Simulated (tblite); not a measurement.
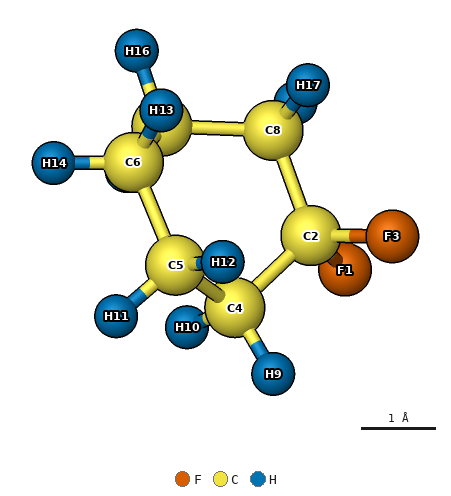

Fig. 1: The input geometry (ball-and-stick view, seen at a tilt; atoms are numbered from 1 in the order of the input). Bond lengths as drawn: C–C 1.52 to 1.54 Å, C–F 1.37 Å and C–H 1.09 Å.

Saddle-point search of C6H10F2

System: C6H10F2.
Method: GFN2-xTB saddle search (eigenvector following) and harmonic vibrations, gas phase (tblite 0.8.0).

Input:
```
{"job": {"xc": "GFN2-xTB", "basis": "xTB", "kind": "saddle"}, "charge": 0, "multiplicity": 1}
F      2.287527    -0.550536     1.198059
C      1.411804    -0.334765     0.162894
F      2.194935    -0.446794    -0.955133
C      0.866550     1.083549     0.273959
C     -0.346520     1.314562    -0.626612
C     -1.428688     0.226755    -0.477574
C     -1.025948    -0.845805     0.531874
C      0.334450    -1.420471     0.155590
H      1.667254     1.775978     0.006211
H      0.612485     1.252668     1.320765
H     -0.764027     2.291813    -0.382039
H     -0.007254     1.356583    -1.662104
H     -1.593093    -0.251474    -1.445244
H     -2.375130     0.672454    -0.172359
H     -0.985773    -0.425356     1.537735
H     -1.769898    -1.643795     0.537748
H      0.288209    -1.844507    -0.849425
H      0.633118    -2.210857     0.845655
```

The first line tells a small driver script what to run in tblite; the rest is the geometry in Å.

Hardware: 1 CPU thread, shared host.

Run as:
```bash
OMP_NUM_THREADS=1 python <driver script> task.json out
```

Log:
```
step      E/eV     max force
  0    -746.67005   0.0365
  1    -746.67293   0.0930
  2    -746.67158   0.0295
  3    -746.67306   0.0444
  4    -746.67348   0.0692
  5    -746.67275   0.0604
  6    -746.67176   0.0287
  7    -746.67145   0.0521
  8    -746.67169   0.0083
  9    -746.67167   0.0086
 10    -746.67168   0.0022
lowest wavenumbers (cm-1): -62.9 132.7 248.2 328.5 348.7 408.6
```

Trajectory as extended XYZ (Å, eV, eV/Å), 11 frames, from step=0 to step=10:
```
18
Properties=species:S:1:pos:R:3:forces:R:3 step=0 energy=-746.67005
F     2.2875   -0.5505    1.1981   -0.0020  -0.0010  -0.0110
C     1.4118   -0.3348    0.1629   -0.0180  -0.0020  -0.0060
F     2.1949   -0.4468   -0.9551   -0.0120   0.0000  -0.0180
C     0.8666    1.0835    0.2740   -0.0010   0.0040   0.0100
C    -0.3465    1.3146   -0.6266   -0.0060  -0.0050  -0.0070
C    -1.4287    0.2268   -0.4776    0.0360  -0.0050  -0.0030
C    -1.0259   -0.8458    0.5319   -0.0160   0.0010   0.0000
C     0.3345   -1.4205    0.1556    0.0120   0.0180  -0.0080
H     1.6673    1.7760    0.0062   -0.0090   0.0020   0.0200
H     0.6125    1.2527    1.3208   -0.0160  -0.0050   0.0120
H    -0.7640    2.2918   -0.3820    0.0200   0.0160  -0.0230
H    -0.0073    1.3566   -1.6621    0.0140  -0.0250  -0.0080
H    -1.5931   -0.2515   -1.4452   -0.0120  -0.0110   0.0260
H    -2.3751    0.6725   -0.1724   -0.0080   0.0190   0.0230
H    -0.9858   -0.4254    1.5377   -0.0110  -0.0050   0.0040
H    -1.7699   -1.6438    0.5377    0.0120  -0.0030  -0.0160
H     0.2882   -1.8445   -0.8494    0.0170   0.0010   0.0040
H     0.6331   -2.2109    0.8457    0.0020   0.0000   0.0010
18
Properties=species:S:1:pos:R:3:forces:R:3 step=1 energy=-746.67293
F     2.3454   -0.5553    1.1220   -0.0580   0.0100  -0.0720
C     1.4086   -0.3320    0.1408    0.0440  -0.0160  -0.0080
F     2.1264   -0.4269   -1.0252   -0.0490   0.0070   0.0740
C     0.8617    1.0809    0.2936    0.0190  -0.0070   0.0110
C    -0.3391    1.3205   -0.6206    0.0000  -0.0050  -0.0030
C    -1.4185    0.2278   -0.4903    0.0090  -0.0010   0.0010
C    -1.0327   -0.8419    0.5290    0.0000  -0.0020  -0.0010
C     0.3343   -1.4217    0.1820    0.0320  -0.0110  -0.0130
H     1.6621    1.7844    0.0549   -0.0150  -0.0080   0.0140
H     0.5926    1.2185    1.3419   -0.0040  -0.0050  -0.0130
H    -0.7594    2.2970   -0.3776    0.0090   0.0050  -0.0160
H     0.0155    1.3660   -1.6511    0.0070  -0.0160   0.0010
H    -1.5630   -0.2551   -1.4586   -0.0090   0.0020   0.0160
H    -2.3727    0.6707   -0.2032    0.0050   0.0070   0.0110
H    -1.0148   -0.4194    1.5349   -0.0040  -0.0070  -0.0060
H    -1.7754   -1.6411    0.5210    0.0070   0.0000  -0.0070
H     0.2948   -1.8935   -0.8031    0.0110   0.0180   0.0370
H     0.6341   -2.1790    0.9096   -0.0060   0.0280  -0.0260
18
Properties=species:S:1:pos:R:3:forces:R:3 step=2 energy=-746.67158
F     2.3088   -0.5523    1.1672    0.0180  -0.0030   0.0080
C     1.4098   -0.3336    0.1539   -0.0170   0.0050   0.0000
F     2.1664   -0.4405   -0.9824    0.0020   0.0050  -0.0290
C     0.8651    1.0827    0.2811   -0.0080   0.0030   0.0050
C    -0.3437    1.3176   -0.6239    0.0010  -0.0030  -0.0050
C    -1.4238    0.2272   -0.4822    0.0100   0.0000   0.0010
C    -1.0289   -0.8444    0.5311   -0.0060   0.0000   0.0000
C     0.3344   -1.4204    0.1664   -0.0020   0.0100   0.0000
H     1.6658    1.7788    0.0241   -0.0020   0.0060   0.0150
H     0.6060    1.2400    1.3284   -0.0150  -0.0040   0.0110
H    -0.7616    2.2947   -0.3787    0.0110   0.0060  -0.0210
H     0.0005    1.3619   -1.6577    0.0130  -0.0210  -0.0050
H    -1.5791   -0.2549   -1.4492   -0.0130   0.0010   0.0090
H    -2.3740    0.6716   -0.1854    0.0000   0.0120   0.0160
H    -0.9992   -0.4243    1.5375   -0.0050  -0.0050   0.0030
H    -1.7716   -1.6434    0.5291    0.0040  -0.0020  -0.0090
H     0.2916   -1.8633   -0.8302    0.0060  -0.0040  -0.0070
H     0.6337   -2.1974    0.8710    0.0030  -0.0050   0.0070
18
Properties=species:S:1:pos:R:3:forces:R:3 step=3 energy=-746.67306
F     2.3415   -0.5551    1.1244   -0.0240   0.0050  -0.0370
C     1.4081   -0.3321    0.1417    0.0220  -0.0060  -0.0040
F     2.1279   -0.4287   -1.0214   -0.0250   0.0080   0.0330
C     0.8623    1.0812    0.2924    0.0070  -0.0030   0.0070
C    -0.3395    1.3207   -0.6205    0.0020  -0.0040  -0.0040
C    -1.4184    0.2277   -0.4895    0.0020   0.0010   0.0020
C    -1.0326   -0.8423    0.5292    0.0010  -0.0010  -0.0010
C     0.3344   -1.4212    0.1812    0.0150  -0.0060  -0.0060
H     1.6628    1.7834    0.0515   -0.0080  -0.0010   0.0130
H     0.5947    1.2209    1.3404   -0.0070  -0.0050  -0.0040
H    -0.7593    2.2972   -0.3766    0.0070   0.0020  -0.0170
H     0.0137    1.3667   -1.6515    0.0090  -0.0160   0.0000
H    -1.5630   -0.2559   -1.4572   -0.0100   0.0040   0.0080
H    -2.3726    0.6706   -0.2023    0.0050   0.0070   0.0110
H    -1.0149   -0.4207    1.5354   -0.0020  -0.0050  -0.0020
H    -1.7747   -1.6418    0.5201    0.0030  -0.0010  -0.0050
H     0.2953   -1.8910   -0.8042    0.0060   0.0080   0.0180
H     0.6342   -2.1795    0.9069   -0.0020   0.0150  -0.0110
18
Properties=species:S:1:pos:R:3:forces:R:3 step=4 energy=-746.67348
F     2.3719   -0.5581    1.0792   -0.0440   0.0080  -0.0510
C     1.4060   -0.3308    0.1289    0.0370  -0.0130  -0.0020
F     2.0877   -0.4172   -1.0587   -0.0340   0.0060   0.0600
C     0.8599    1.0791    0.3032    0.0140  -0.0060   0.0070
C    -0.3353    1.3241   -0.6166    0.0010  -0.0040  -0.0020
C    -1.4127    0.2283   -0.4971    0.0000   0.0010   0.0020
C    -1.0360   -0.8405    0.5266    0.0040  -0.0030  -0.0010
C     0.3349   -1.4221    0.1962    0.0230  -0.0150  -0.0090
H     1.6600    1.7872    0.0786   -0.0090  -0.0050   0.0080
H     0.5845    1.2011    1.3515   -0.0020  -0.0020  -0.0120
H    -0.7575    2.2995   -0.3730    0.0040   0.0010  -0.0110
H     0.0265    1.3729   -1.6445    0.0040  -0.0110   0.0010
H    -1.5463   -0.2560   -1.4661   -0.0070   0.0040   0.0070
H    -2.3708    0.6692   -0.2195    0.0050   0.0030   0.0070
H    -1.0306   -0.4173    1.5323    0.0000  -0.0050  -0.0050
H    -1.7777   -1.6405    0.5107    0.0030   0.0000  -0.0030
H     0.3000   -1.9201   -0.7759    0.0060   0.0170   0.0310
H     0.6355   -2.1589    0.9441   -0.0060   0.0250  -0.0260
18
Properties=species:S:1:pos:R:3:forces:R:3 step=5 energy=-746.67275
F     2.3998   -0.5615    1.0316   -0.0390   0.0050  -0.0400
C     1.4030   -0.3310    0.1152    0.0290  -0.0170   0.0000
F     2.0451   -0.4107   -1.0944   -0.0270   0.0030   0.0540
C     0.8596    1.0764    0.3115    0.0090  -0.0090   0.0000
C    -0.3332    1.3302   -0.6089   -0.0060  -0.0060  -0.0030
C    -1.4054    0.2271   -0.5076   -0.0040   0.0030  -0.0030
C    -1.0399   -0.8384    0.5237    0.0050  -0.0020  -0.0040
C     0.3348   -1.4233    0.2133    0.0220  -0.0180  -0.0090
H     1.6596    1.7876    0.0982    0.0000   0.0010   0.0000
H     0.5821    1.1831    1.3605   -0.0020   0.0000  -0.0030
H    -0.7600    2.3009   -0.3549    0.0010  -0.0030  -0.0060
H     0.0326    1.3929   -1.6348    0.0000  -0.0060   0.0020
H    -1.5195   -0.2589   -1.4786   -0.0020   0.0080   0.0160
H    -2.3709    0.6625   -0.2464    0.0140  -0.0030   0.0000
H    -1.0475   -0.4112    1.5278    0.0020  -0.0040  -0.0070
H    -1.7813   -1.6384    0.5019    0.0020  -0.0010  -0.0010
H     0.3049   -1.9519   -0.7428    0.0050   0.0210   0.0340
H     0.6361   -2.1354    0.9848   -0.0080   0.0270  -0.0320
18
Properties=species:S:1:pos:R:3:forces:R:3 step=6 energy=-746.67176
F     2.4239   -0.5677    0.9828   -0.0200   0.0020  -0.0180
C     1.3983   -0.3347    0.1007    0.0130  -0.0090  -0.0020
F     1.9997   -0.4140   -1.1288   -0.0120   0.0010   0.0260
C     0.8635    1.0729    0.3148    0.0020  -0.0020  -0.0030
C    -0.3360    1.3410   -0.5939   -0.0080   0.0040  -0.0090
C    -1.3939    0.2218   -0.5243   -0.0070   0.0060  -0.0090
C    -1.0447   -0.8344    0.5216    0.0010   0.0000  -0.0040
C     0.3326   -1.4252    0.2335    0.0110  -0.0080  -0.0040
H     1.6648    1.7829    0.1022    0.0000   0.0000   0.0000
H     0.5948    1.1703    1.3669    0.0000   0.0000  -0.0030
H    -0.7735    2.2985   -0.3073    0.0070  -0.0190  -0.0080
H     0.0241    1.4402   -1.6194   -0.0070  -0.0040   0.0190
H    -1.4686   -0.2699   -1.4965    0.0010   0.0120   0.0210
H    -2.3739    0.6440   -0.2965    0.0210  -0.0060  -0.0040
H    -1.0648   -0.3970    1.5210    0.0010  -0.0020  -0.0040
H    -1.7871   -1.6335    0.4979    0.0010   0.0000   0.0000
H     0.3068   -1.9859   -0.7036    0.0020   0.0110   0.0170
H     0.6340   -2.1094    1.0289   -0.0040   0.0130  -0.0160
18
Properties=species:S:1:pos:R:3:forces:R:3 step=7 energy=-746.67145
F     2.4462   -0.5736    0.9362   -0.0360   0.0040  -0.0320
C     1.3937   -0.3387    0.0860    0.0200  -0.0170  -0.0050
F     1.9565   -0.4194   -1.1620   -0.0210   0.0010   0.0460
C     0.8679    1.0695    0.3165    0.0010  -0.0030  -0.0070
C    -0.3398    1.3522   -0.5780   -0.0180   0.0120  -0.0190
C    -1.3818    0.2163   -0.5414   -0.0130   0.0130  -0.0210
C    -1.0497   -0.8301    0.5196    0.0020   0.0020  -0.0080
C     0.3300   -1.4271    0.2535    0.0200  -0.0160  -0.0060
H     1.6703    1.7778    0.1030    0.0000   0.0000   0.0000
H     0.6098    1.1582    1.3723    0.0010  -0.0020  -0.0070
H    -0.7885    2.2941   -0.2563    0.0150  -0.0430  -0.0150
H     0.0124    1.4905   -1.6025   -0.0180  -0.0060   0.0440
H    -1.4152   -0.2809   -1.5141    0.0040   0.0260   0.0450
H    -2.3762    0.6244   -0.3490    0.0460  -0.0150  -0.0120
H    -1.0818   -0.3819    1.5140    0.0010  -0.0030  -0.0090
H    -1.7933   -1.6280    0.4946    0.0010   0.0000   0.0000
H     0.3077   -2.0194   -0.6648    0.0020   0.0210   0.0350
H     0.6318   -2.0838    1.0724   -0.0070   0.0250  -0.0290
18
Properties=species:S:1:pos:R:3:forces:R:3 step=8 energy=-746.67169
F     2.4397   -0.5725    0.9463    0.0030  -0.0010   0.0020
C     1.3943   -0.3375    0.0896   -0.0010   0.0010   0.0010
F     1.9653   -0.4178   -1.1532    0.0000   0.0000  -0.0030
C     0.8668    1.0706    0.3161    0.0010   0.0000   0.0010
C    -0.3386    1.3487   -0.5819    0.0030  -0.0020   0.0020
C    -1.3843    0.2182   -0.5367    0.0020  -0.0010   0.0040
C    -1.0487   -0.8317    0.5193    0.0000  -0.0010   0.0010
C     0.3309   -1.4261    0.2488   -0.0010   0.0010   0.0000
H     1.6690    1.7792    0.1027    0.0000   0.0000   0.0000
H     0.6060    1.1613    1.3708    0.0000   0.0000   0.0010
H    -0.7846    2.2936   -0.2705   -0.0020   0.0050   0.0030
H     0.0153    1.4761   -1.6054    0.0020   0.0020  -0.0060
H    -1.4290   -0.2762   -1.5084    0.0010  -0.0040  -0.0060
H    -2.3732    0.6303   -0.3348   -0.0080   0.0020   0.0010
H    -1.0786   -0.3871    1.5151    0.0000   0.0000   0.0010
H    -1.7916   -1.6301    0.4933    0.0000   0.0000   0.0000
H     0.3085   -2.0108   -0.6728    0.0000  -0.0020  -0.0020
H     0.6327   -2.0881    1.0618    0.0000   0.0000   0.0010
18
Properties=species:S:1:pos:R:3:forces:R:3 step=9 energy=-746.67167
F     2.4348   -0.5713    0.9575   -0.0010   0.0000   0.0000
C     1.3955   -0.3367    0.0931   -0.0010   0.0000  -0.0010
F     1.9757   -0.4167   -1.1455    0.0010   0.0000  -0.0010
C     0.8660    1.0712    0.3157   -0.0010   0.0010  -0.0010
C    -0.3378    1.3464   -0.5856   -0.0020   0.0030  -0.0020
C    -1.3873    0.2192   -0.5329   -0.0020   0.0000  -0.0040
C    -1.0475   -0.8324    0.5203   -0.0010   0.0010  -0.0010
C     0.3313   -1.4258    0.2439    0.0000   0.0010   0.0010
H     1.6678    1.7802    0.1023    0.0000   0.0000   0.0000
H     0.6026    1.1645    1.3696    0.0000  -0.0010   0.0000
H    -0.7812    2.2950   -0.2810    0.0010  -0.0030  -0.0020
H     0.0177    1.4657   -1.6099   -0.0020  -0.0010   0.0060
H    -1.4402   -0.2750   -1.5047   -0.0010   0.0030   0.0050
H    -2.3740    0.6342   -0.3240    0.0080  -0.0030  -0.0010
H    -1.0739   -0.3900    1.5172    0.0000   0.0000   0.0000
H    -1.7902   -1.6310    0.4953    0.0000   0.0000   0.0000
H     0.3078   -2.0028   -0.6825    0.0000   0.0000  -0.0010
H     0.6329   -2.0947    1.0512    0.0010  -0.0020   0.0020
18
Properties=species:S:1:pos:R:3:forces:R:3 step=10 energy=-746.67168
F     2.4361   -0.5714    0.9548   -0.0010   0.0000  -0.0010
C     1.3953   -0.3367    0.0923    0.0010   0.0000   0.0000
F     1.9733   -0.4164   -1.1474    0.0000   0.0000   0.0010
C     0.8659    1.0711    0.3161    0.0000   0.0000   0.0000
C    -0.3378    1.3467   -0.5851    0.0000  -0.0010   0.0010
C    -1.3868    0.2192   -0.5335    0.0010   0.0000   0.0010
C    -1.0477   -0.8324    0.5198    0.0000   0.0000   0.0000
C     0.3314   -1.4259    0.2450    0.0000  -0.0010   0.0000
H     1.6678    1.7802    0.1032    0.0000   0.0000   0.0000
H     0.6027    1.1634    1.3700    0.0000   0.0000   0.0000
H    -0.7815    2.2949   -0.2803   -0.0010   0.0010   0.0010
H     0.0180    1.4665   -1.6091    0.0010   0.0000  -0.0010
H    -1.4391   -0.2745   -1.5053    0.0000  -0.0010  -0.0010
H    -2.3734    0.6340   -0.3250   -0.0020   0.0010   0.0000
H    -1.0753   -0.3898    1.5166    0.0000   0.0000   0.0000
H    -1.7904   -1.6311    0.4942    0.0000   0.0000   0.0000
H     0.3084   -2.0048   -0.6803    0.0000   0.0010   0.0010
H     0.6330   -2.0931    1.0538    0.0000   0.0010  -0.0010
```

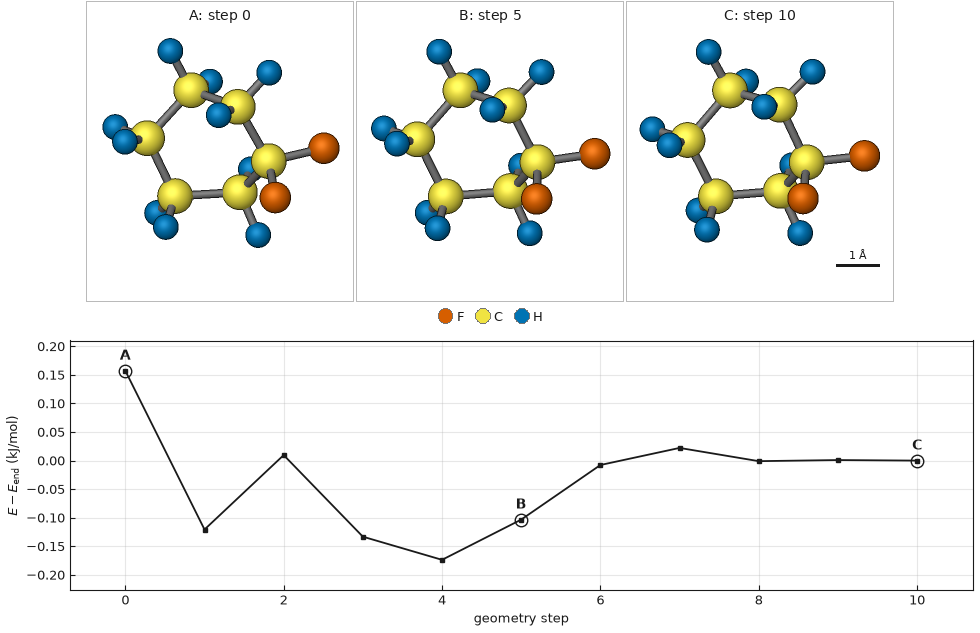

Fig. 2: Frames of the saddle-point search (ball-and-stick view, seen at a tilt) above the curves, on which the letters mark them (steps are counted from 0).

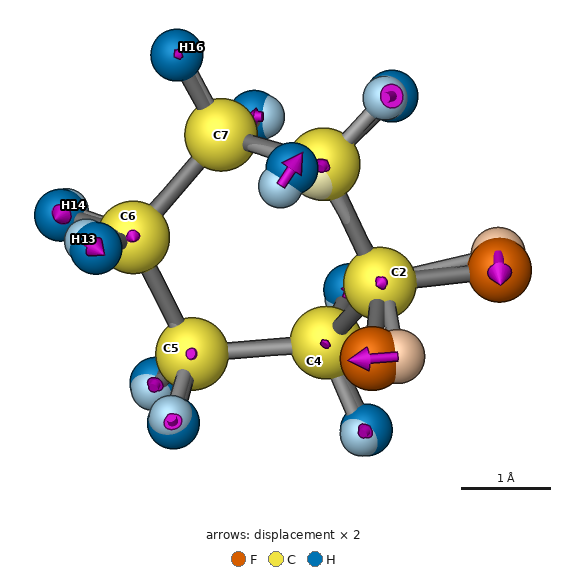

Fig. 3: Start (faint) and end (solid) with the displacements as pink arrows, magnified 2 times (ball-and-stick view, seen at a tilt). The two geometries are laid on each other by the best rigid fit. After 10 geometry steps the energy has fallen by 0.16 kJ/mol. The largest force component goes from 0.036 to 0.002 eV/Å. F3 moves most after the best rigid fit: 0.30 Å. Largest moves by element: F 0.30 Å, H 0.24 Å, C 0.09 Å. (Atoms are counted from 1 in the order of the input.)

Results in brief:

- outcome: converged
- total energy: −746.6717 eV
- point group: C1
- wall time: 4 s
- peak memory: 0.2 GiB
